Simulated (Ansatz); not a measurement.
**BF2H2 with multiplicity 2: two geometries relaxed**

Aim: relax the geometries before and after the reaction (atom abstraction by a radical), and see whether they are two minima and how far apart in energy. Meant to form: H2–F5; to break: B1–H2. The start is a guess near the saddle point, from which both ends are pulled out.

All numbers below are computed with Ansatz 0.2.0 (UKS revPBE/def2-mTZVP).

## Step 1: The structure to begin with

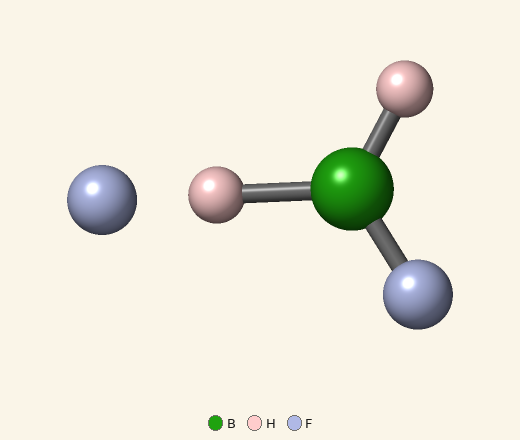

Start, viewed from a chosen angle; boron green, hydrogen pink, fluorine light blue.

Structure file:

```xyz
5

B     0.0000    0.0000    0.0000
H     0.0000    0.0000    1.4400
F     1.1431    0.0000   -0.6600
H    -1.0305    0.0000   -0.5950
F     0.0000    0.0000    2.6600
```

## Step 2: A restrained relaxation towards end A

Springs on the bonds that form and break draw the guess towards this end; the thresholds are loose.

Contents of input.yaml:

```yaml
crystal:
  periodic: [false, false, false]
  atoms:
    - { symbol: B, position_ang: [0.0, 0.0, 0.0] }
    - { symbol: H, position_ang: [0.0, 0.0, 1.44] }
    - { symbol: F, position_ang: [1.1431, 0.0, -0.66] }
    - { symbol: H, position_ang: [-1.0305, 0.0, -0.595] }
    - { symbol: F, position_ang: [0.0, 0.0, 2.66] }
magnetization:
  spin_polarized: true
  initial_magnetization: 1
basis:
  gaussian: { orbitals: def2-mTZVP }
hamiltonian:
  xc: revpbe
relax:
  f_tol: 0.15
  max_steps: 25
  restrain:
    - { distance: [1, 4], at: 2.12, k: 30.0 }
    - { distance: [0, 1], at: 1.19, k: 30.0 }
```

Command:

```sh
$ ansatz run input.yaml --threads 1 --pin off --max-ram 2048MiB --backend cpu --events-out ev --progress --plain --runs-dir out
```

Output:

```text
Warning: RAYON_NUM_THREADS=1 ignored (pool sized by the plan → 1); use --threads N
The last accepted step is kept in <dir> (removed where the run ends without a failure and the disk answers)
Engine: ansatz 0.2.0, x86_64-unknown-linux-gnu
Functional definition: revPBE
  parameter kappa = 1.245
  parameter beta = 0.06672455060314922
  exchange = pbe_x(kappa = kappa, mu = beta*pi^2/3)
  correlation = pbe_c(beta = beta)
548 factors; their error is unknown
mean field evaluation 1: about -6139.5447 eV, gradient 2.7e1 eV
mean field evaluation 2: about -6115.2415 eV, gradient 8.7e1 eV
mean field evaluation 4: about -6141.4389 eV, gradient 9.0e0 eV
mean field evaluation 8: about -6141.6715 eV, gradient 1.2e-1 eV
mean field evaluation 16: about -6141.6591 eV, gradient 3.4e-5 eV
mean field -6141.65911388 eV, -225.7018094691 hartree, gradient 3.4e-5 eV, S^2 0.752642; 0 other end points of the search recorded, 0 dependent functions left out
the calculation of the forces begins
reference -6141.65915740 eV, -225.7018110683 hartree; 13, 12 occupied and 50, 51 virtual orbitals, 548 factors
relax step   1: F+E_penalty+E_count = -6141.65911388 eV  Δ(F+E_penalty+E_count) = +0.000e0 eV  max|allowed force component| = 1.399e0 eV/Å  E_restraint = 13.08750000 eV  max|allowed force component, restraints' pulls added| = 3.322e1 eV/Å  Δτ_max = 0.0000 Å  (29 SCF iters, accepted)
  distance H 1 - F 4 = 1.2200 Å
  distance B 0 - H 1 = 1.4400 Å
these checks for a lower state are left out or cut short: starts, cluster_reference, orbital_swaps, neighbouring_geometries, increment
548 factors; their error is unknown
mean field -6141.28835774 eV, -225.6881844324 hartree, gradient 1.8e-5 eV, S^2 0.752395; 0 other end points of the search recorded, 0 dependent functions left out
the calculation of the forces begins
reference -6141.28839954 eV, -225.6881859685 hartree; 13, 12 occupied and 50, 51 virtual orbitals, 548 factors
relax step   2: F+E_penalty+E_count = -6141.28835774 eV  Δ(F+E_penalty+E_count) = +3.708e-1 eV  max|allowed force component| = 8.540e-1 eV/Å  E_restraint = 4.03307189 eV  max|allowed force component, restraints' pulls added| = 1.676e1 eV/Å  Δτ_max = 0.1961 Å  (38 SCF iters, accepted)
  distance H 1 - F 4 = 1.6064 Å
  distance B 0 - H 1 = 1.2615 Å
these checks for a lower state are left out or cut short: starts, cluster_reference, orbital_swaps, neighbouring_geometries, increment
548 factors; their error is unknown
mean field evaluation 32: about -6140.9560 eV, gradient 5.3e-5 eV
mean field -6140.95601256 eV, -225.6759709721 hartree, gradient 2.3e-5 eV, S^2 0.751816; 0 other end points of the search recorded, 0 dependent functions left out
the calculation of the forces begins
reference -6140.95605356 eV, -225.6759724790 hartree; 13, 12 occupied and 50, 51 virtual orbitals, 548 factors
relax step   3: F+E_penalty+E_count = -6140.95601256 eV  Δ(F+E_penalty+E_count) = +3.323e-1 eV  max|allowed force component| = 2.568e0 eV/Å  E_restraint = 0.48035272 eV  max|allowed force component, restraints' pulls added| = 4.668e0 eV/Å  Δτ_max = 0.1948 Å  (43 SCF iters, accepted)
  distance H 1 - F 4 = 1.9464 Å
  distance B 0 - H 1 = 1.1467 Å
these checks for a lower state are left out or cut short: starts, cluster_reference, orbital_swaps, neighbouring_geometries, increment
548 factors; their error is unknown
mean field -6140.95345316 eV, -225.6758769159 hartree, gradient 1.4e-5 eV, S^2 0.751740; 0 other end points of the search recorded, 0 dependent functions left out
the calculation of the forces begins
reference -6140.95349426 eV, -225.6758784263 hartree; 13, 12 occupied and 50, 51 virtual orbitals, 548 factors
relax step   4: F+E_penalty+E_count = -6140.95345316 eV  Δ(F+E_penalty+E_count) = +2.559e-3 eV  max|allowed force component| = 8.571e-1 eV/Å  E_restraint = 0.00646083 eV  max|allowed force component, restraints' pulls added| = 2.909e-1 eV/Å  Δτ_max = 0.1717 Å  (40 SCF iters, accepted)
  distance H 1 - F 4 = 2.1060 Å
  distance B 0 - H 1 = 1.2053 Å
these checks for a lower state are left out or cut short: starts, cluster_reference, orbital_swaps, neighbouring_geometries, increment
548 factors; their error is unknown
mean field -6140.95523440 eV, -225.6759423752 hartree, gradient 7.5e-6 eV, S^2 0.751731; 0 other end points of the search recorded, 0 dependent functions left out
the calculation of the forces begins
reference -6140.95527554 eV, -225.6759438871 hartree; 13, 12 occupied and 50, 51 virtual orbitals, 548 factors
relax step   5: F+E_penalty+E_count = -6140.95523440 eV  Δ(F+E_penalty+E_count) = -1.781e-3 eV  max|allowed force component| = 8.567e-1 eV/Å  E_restraint = 0.00609616 eV  max|allowed force component, restraints' pulls added| = 1.104e-1 eV/Å  Δτ_max = 0.0183 Å  (46 SCF iters, accepted)
  distance H 1 - F 4 = 2.1057 Å
  distance B 0 - H 1 = 1.2042 Å
548 factors; their error is unknown
mean field evaluation 64: about -6139.1707 eV, gradient 2.2e1 eV
mean field evaluation 96: about -6140.9552 eV, gradient 1.6e-6 eV
mean field evaluation 128: about -6140.8442 eV, gradient 1.4e0 eV
mean field -6140.95523440 eV, -225.6759423752 hartree, gradient 7.5e-6 eV, S^2 0.751731; 9 other end points of the search recorded, 0 dependent functions left out
the calculation of the forces begins
reference -6140.95527554 eV, -225.6759438871 hartree; 13, 12 occupied and 50, 51 virtual orbitals, 548 factors
Total energy: -6140.95527554 eV, -225.6759438871 hartree
Atom 0 at    -0.010023    -0.000000    -0.083827 Å, force     0.030626    -0.000000    -0.316512 eV/Å
Atom 1 at     0.008251    -0.000000     1.120266 Å, force    -0.030061    -0.000000     0.856686 eV/Å
Atom 2 at     1.149744     0.000000    -0.716141 Å, force    -0.005584     0.000000    -0.049391 eV/Å
Atom 3 at    -1.045326     0.000000    -0.701286 Å, force     0.002713     0.000000    -0.023426 eV/Å
Atom 4 at     0.009954     0.000000     3.225988 Å, force     0.002306     0.000000    -0.467357 eV/Å
Dipole moment:    -0.114713     0.000000    -0.511015 e Å
```

It took 8 s on 1 thread of Intel Xeon 6975P-C (Granite Rapids), shared host; peak memory 0.14 GiB.

Relaxation path:

| step | energy from step 1 (eV) | largest force component (eV/Å) |
| --- | --- | --- |
| 1 | 0.0000 | 1.3992 |
| 2 | 0.3708 | 0.8540 |
| 3 | 0.7031 | 2.5680 |
| 4 | 0.7057 | 0.8571 |
| 5 | 0.7039 | 0.8567 |

Step 1 is the start. Energies and forces in the table leave out the springs, which the log lists apart; the run stops on the force with the springs' pull added.

After: Bond lengths: B1–H2 1.204 Å, B1–F3 1.321 Å, B1–H4 1.205 Å. Angles: H2–B1–F3 117.7°, H2–B1–H4 121.7°, F3–B1–H4 120.6°.

Pairs that crossed the distance rule for bonds on the way: came closer B1–H2.

## Step 3: Relaxing end A

It starts where the restrained run ended.

Contents of input.yaml:

```yaml
crystal:
  periodic: [false, false, false]
  atoms:
    - { symbol: B, position_ang: [-0.010023, 0.0, -0.083827] }
    - { symbol: H, position_ang: [0.008251, 0.0, 1.120266] }
    - { symbol: F, position_ang: [1.149744, 0.0, -0.716141] }
    - { symbol: H, position_ang: [-1.045326, 0.0, -0.701286] }
    - { symbol: F, position_ang: [0.009954, 0.0, 3.225988] }
magnetization:
  spin_polarized: true
  initial_magnetization: 1
basis:
  gaussian: { orbitals: def2-mTZVP }
hamiltonian:
  xc: revpbe
relax:
  f_tol: 0.03
  max_steps: 50
```

Command:

```sh
$ ansatz run input.yaml --threads 1 --pin off --max-ram 2048MiB --backend cpu --events-out ev --progress --plain --runs-dir out
```

Output (excerpt; [...] marks lines left out):

```text
Warning: RAYON_NUM_THREADS=1 ignored (pool sized by the plan → 1); use --threads N
[...]
[... 1 set-up line as earlier in the session ...]
[...]
548 factors; their error is unknown
[...]
mean field -6140.95523615 eV, -225.6759424396 hartree, gradient 3.1e-6 eV, S^2 0.751731; 8 other end points of the search recorded, 0 dependent functions left out
[...]
reference -6140.95527743 eV, -225.6759439567 hartree; 13, 12 occupied and 50, 51 virtual orbitals, 548 factors
relax step   1: F+E_penalty+E_count = -6140.95523615 eV  Δ(F+E_penalty+E_count) = +0.000e0 eV  max|allowed force component| = 8.567e-1 eV/Å  Δτ_max = 0.0000 Å  (273 SCF iters, accepted)
[...]
relax step   4: F+E_penalty+E_count = -6141.50067268 eV  Δ(F+E_penalty+E_count) = -2.504e-1 eV  max|allowed force component| = 1.056e0 eV/Å  Δτ_max = 0.1944 Å  (39 SCF iters, accepted)
[...]
relax step  14: F+E_penalty+E_count = -6142.05237937 eV  Δ(F+E_penalty+E_count) = -3.889e-4 eV  max|allowed force component| = 2.976e-2 eV/Å  Δτ_max = 0.0232 Å  (32 SCF iters, accepted)
548 factors; their error is unknown
mean field -6142.05237937 eV, -225.7162617092 hartree, gradient 2.0e-5 eV, S^2 0.751592; 1 other end points of the search recorded, 0 dependent functions left out
[...]
reference -6142.05242384 eV, -225.7162633436 hartree; 13, 12 occupied and 50, 51 virtual orbitals, 548 factors
Total energy: -6142.05242384 eV, -225.7162633436 hartree
Atom 0 at     0.024395     0.000000    -0.225591 Å, force     0.029757    -0.000000    -0.022008 eV/Å
Atom 1 at     0.006090    -0.000001     1.882071 Å, force     0.004349    -0.000000    -0.017753 eV/Å
Atom 2 at     1.162679     0.000000    -0.877672 Å, force    -0.025545     0.000000     0.015228 eV/Å
Atom 3 at    -1.051045     0.000000    -0.774838 Å, force    -0.003705     0.000000     0.003297 eV/Å
Atom 4 at    -0.029519     0.000000     2.841030 Å, force    -0.004856     0.000000     0.021236 eV/Å
Dipole moment:    -0.085477     0.000000    -0.641321 e Å
```

Run time: 16 s. Hardware: 1 thread of Intel Xeon 6975P-C (Granite Rapids), shared host; peak memory 0.13 GiB.

Step by step:

| step | energy from step 1 (eV) | largest force component (eV/Å) |
| --- | --- | --- |
| 1 | 0.0000 | 0.8567 |
| 2 | -0.1002 | 0.8504 |
| 3 | -0.2950 | 0.8106 |
| 4 | -0.5454 | 1.0564 |
| 5 | -0.6044 | 1.2190 |
| 6 | -0.7641 | 1.5957 |
| 7 | -0.9814 | 0.6011 |
| 8 | -1.0098 | 0.9662 |
| 9x | -0.9606 | 3.4674 |
| 10 | -1.0692 | 0.3882 |
| 11 | -1.0909 | 0.2841 |
| 12 | -1.0963 | 0.1708 |
| 13 | -1.0968 | 0.0762 |
| 14 | -1.0971 | 0.0298 |

Step 1 is the start. 1 step was tried and not accepted (9; marked x where the table lists them).

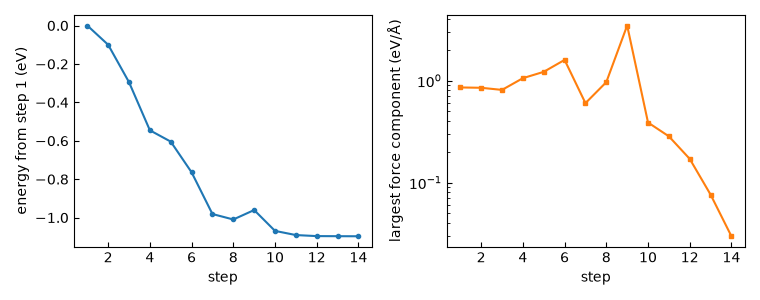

How energy and force went from step to step.

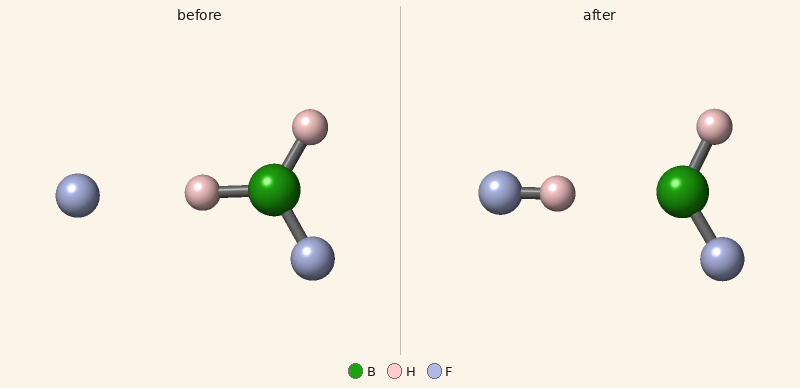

The structure before (left) and after (right), drawn at the same scale.

After: Bond lengths: B1–F3 1.312 Å, B1–H4 1.208 Å, H2–F5 0.960 Å. Angles: F3–B1–H4 123.1°.

Pairs that crossed the distance rule for bonds on the way: came closer H2–F5; moved apart B1–H2.

## Step 4: A restrained relaxation towards end B

Springs on the bonds that form and break draw the guess towards this end; the thresholds are loose.

Contents of input.yaml:

```yaml
crystal:
  periodic: [false, false, false]
  atoms:
    - { symbol: B, position_ang: [0.0, 0.0, 0.0] }
    - { symbol: H, position_ang: [0.0, 0.0, 1.44] }
    - { symbol: F, position_ang: [1.1431, 0.0, -0.66] }
    - { symbol: H, position_ang: [-1.0305, 0.0, -0.595] }
    - { symbol: F, position_ang: [0.0, 0.0, 2.66] }
magnetization:
  spin_polarized: true
  initial_magnetization: 1
basis:
  gaussian: { orbitals: def2-mTZVP }
hamiltonian:
  xc: revpbe
relax:
  f_tol: 0.15
  max_steps: 25
  restrain:
    - { distance: [1, 4], at: 0.92, k: 30.0 }
    - { distance: [0, 1], at: 2.39, k: 30.0 }
```

Command:

```sh
$ ansatz run input.yaml --threads 1 --pin off --max-ram 2048MiB --backend cpu --events-out ev --progress --plain --runs-dir out
```

Output (excerpt; [...] marks lines left out):

```text
Warning: RAYON_NUM_THREADS=1 ignored (pool sized by the plan → 1); use --threads N
[...]
[... 1 set-up line as earlier in the session ...]
[...]
548 factors; their error is unknown
[...]
mean field -6141.65911388 eV, -225.7018094691 hartree, gradient 3.4e-5 eV, S^2 0.752642; 0 other end points of the search recorded, 0 dependent functions left out
[...]
reference -6141.65915740 eV, -225.7018110683 hartree; 13, 12 occupied and 50, 51 virtual orbitals, 548 factors
relax step   1: F+E_penalty+E_count = -6141.65911388 eV  Δ(F+E_penalty+E_count) = +0.000e0 eV  max|allowed force component| = 1.399e0 eV/Å  E_restraint = 14.88750000 eV  max|allowed force component, restraints' pulls added| = 3.878e1 eV/Å  Δτ_max = 0.0000 Å  (29 SCF iters, accepted)
[...]
  distance H 1 - F 4 = 0.9383 Å
  distance B 0 - H 1 = 2.3870 Å
548 factors; their error is unknown
mean field -6142.03139731 eV, -225.7154906327 hartree, gradient 1.9e-5 eV, S^2 0.751588; 1 other end points of the search recorded, 0 dependent functions left out
[...]
reference -6142.03144237 eV, -225.7154922886 hartree; 13, 12 occupied and 50, 51 virtual orbitals, 548 factors
Total energy: -6142.03144237 eV, -225.7154922886 hartree
Atom 0 at     0.055076    -0.021482    -0.330377 Å, force     0.009732     0.046025     0.094758 eV/Å
Atom 1 at     0.036110    -0.003958     2.056448 Å, force     0.077765    -0.024369    -0.658735 eV/Å
Atom 2 at     1.159524     0.010601    -1.039207 Å, force    -0.010308    -0.016967     0.005424 eV/Å
Atom 3 at    -1.045519     0.008439    -0.827657 Å, force    -0.002339    -0.017273    -0.010346 eV/Å
Atom 4 at    -0.092592     0.006400     2.985793 Å, force    -0.074851     0.012584     0.568899 eV/Å
Dipole moment:    -0.050872    -0.005832    -0.610624 e Å
```

It took 8.3 s on 1 thread of Intel Xeon 6975P-C (Granite Rapids), shared host; peak memory 0.13 GiB.

The steps of the relaxation:

| step | energy from step 1 (eV) | largest force component (eV/Å) |
| --- | --- | --- |
| 1 | 0.0000 | 1.3992 |
| 2 | -0.2328 | 1.5513 |
| 3 | 0.1434 | 6.2568 |
| 4 | -0.2003 | 2.0426 |
| 5 | -0.3329 | 0.7455 |
| 6 | -0.3326 | 1.4668 |
| 7 | -0.3716 | 0.2199 |
| 8 | -0.3723 | 0.6587 |

Step 1 is the start. Energies and forces in the table leave out the springs, which the log lists apart; the run stops on the force with the springs' pull added.

After: Bond lengths: B1–F3 1.313 Å, B1–H4 1.208 Å, H2–F5 0.938 Å. Angles: F3–B1–H4 122.9°.

Pairs that crossed the distance rule for bonds on the way: came closer H2–F5.

## Step 5: Relaxing end B

It starts where the restrained run ended.

Contents of input.yaml:

```yaml
crystal:
  periodic: [false, false, false]
  atoms:
    - { symbol: B, position_ang: [0.055076, -0.021482, -0.330377] }
    - { symbol: H, position_ang: [0.03611, -0.003958, 2.056448] }
    - { symbol: F, position_ang: [1.159524, 0.010601, -1.039207] }
    - { symbol: H, position_ang: [-1.045519, 0.008439, -0.827657] }
    - { symbol: F, position_ang: [-0.092592, 0.0064, 2.985793] }
magnetization:
  spin_polarized: true
  initial_magnetization: 1
basis:
  gaussian: { orbitals: def2-mTZVP }
hamiltonian:
  xc: revpbe
relax:
  f_tol: 0.03
  max_steps: 50
```

Command:

```sh
$ ansatz run input.yaml --threads 1 --pin off --max-ram 2048MiB --backend cpu --events-out ev --progress --plain --runs-dir out
```

Output (excerpt; [...] marks lines left out):

```text
Warning: RAYON_NUM_THREADS=1 ignored (pool sized by the plan → 1); use --threads N
[...]
[... 1 set-up line as earlier in the session ...]
[...]
548 factors; their error is unknown
[...]
mean field -6142.03139761 eV, -225.7154906437 hartree, gradient 1.7e-5 eV, S^2 0.751588; 0 other end points of the search recorded, 0 dependent functions left out
[...]
reference -6142.03144276 eV, -225.7154923031 hartree; 13, 12 occupied and 50, 51 virtual orbitals, 548 factors
relax step   1: F+E_penalty+E_count = -6142.03139761 eV  Δ(F+E_penalty+E_count) = +0.000e0 eV  max|allowed force component| = 6.587e-1 eV/Å  Δτ_max = 0.0000 Å  (26 SCF iters, accepted)
[...]
relax step   5: F+E_penalty+E_count = -6142.05228889 eV  Δ(F+E_penalty+E_count) = -5.733e-4 eV  max|allowed force component| = 5.651e-2 eV/Å  Δτ_max = 0.0167 Å  (29 SCF iters, accepted)
[...]
relax step   6: F+E_penalty+E_count = -6142.05246682 eV  Δ(F+E_penalty+E_count) = -1.779e-4 eV  max|allowed force component| = 2.579e-2 eV/Å  Δτ_max = 0.0154 Å  (30 SCF iters, accepted)
548 factors; their error is unknown
[...]
mean field -6142.05246682 eV, -225.7162649229 hartree, gradient 2.2e-5 eV, S^2 0.751591; 1 other end points of the search recorded, 0 dependent functions left out
[...]
reference -6142.05251130 eV, -225.7162665575 hartree; 13, 12 occupied and 50, 51 virtual orbitals, 548 factors
Total energy: -6142.05251130 eV, -225.7162665575 hartree
Atom 0 at     0.039925    -0.002621    -0.226958 Å, force     0.009813     0.006202     0.008417 eV/Å
Atom 1 at     0.019910     0.000003     1.883714 Å, force     0.000118    -0.002576     0.024598 eV/Å
Atom 2 at     1.160262     0.002142    -0.908300 Å, force    -0.008141    -0.002222     0.001915 eV/Å
Atom 3 at    -1.050801    -0.001260    -0.744604 Å, force    -0.003852    -0.002281    -0.009141 eV/Å
Atom 4 at    -0.056696     0.001735     2.841147 Å, force     0.002062     0.000877    -0.025789 eV/Å
Dipole moment:    -0.069588    -0.001260    -0.639183 e Å
```

It took 5.6 s on 1 thread of Intel Xeon 6975P-C (Granite Rapids), shared host; peak memory 0.13 GiB.

Relaxation path:

| step | energy from step 1 (eV) | largest force component (eV/Å) |
| --- | --- | --- |
| 1 | 0.0000 | 0.6587 |
| 2 | -0.0149 | 0.2998 |
| 3x | -0.0125 | 0.6970 |
| 4 | -0.0203 | 0.1231 |
| 5 | -0.0209 | 0.0565 |
| 6 | -0.0211 | 0.0258 |

Step 1 is the start. 1 step was tried and not accepted (3; marked x where the table lists them).

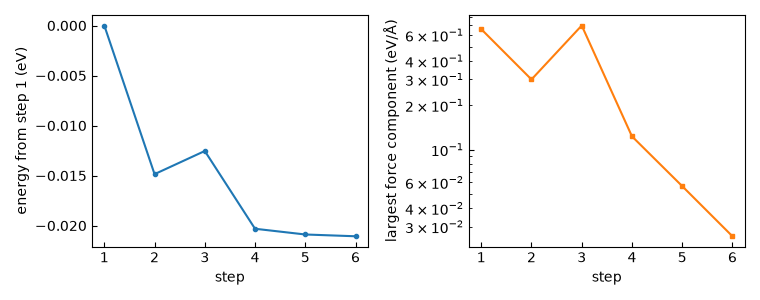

Energy and largest force along the relaxation.

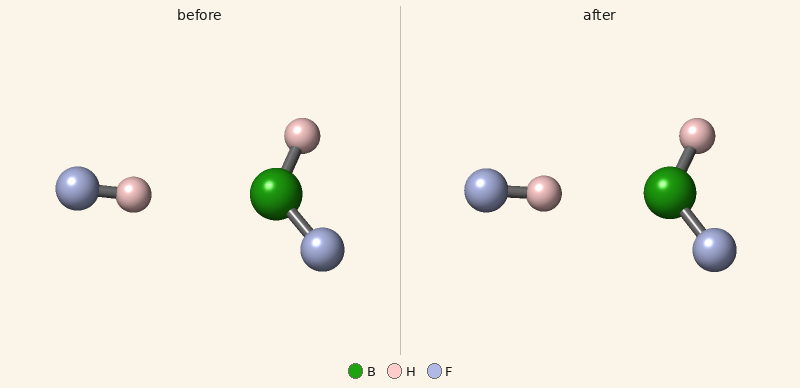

Before and after, at one scale.

After: Bond lengths: B1–F3 1.311 Å, B1–H4 1.207 Å, H2–F5 0.960 Å. Angles: F3–B1–H4 123.3°.

## Step 6: Results

| quantity | value |
| --- | --- |
| end A | 12 moves, 1.097 eV lower |
| end B | 4 moves, 0.021 eV lower |
| largest difference between the ends | 0.03 Å |
| end B relative to end A | -0.000 eV |

In words: The two relaxations end at one structure, within 0.03 Å: no second minimum was found from this start, which doesn't rule one out.
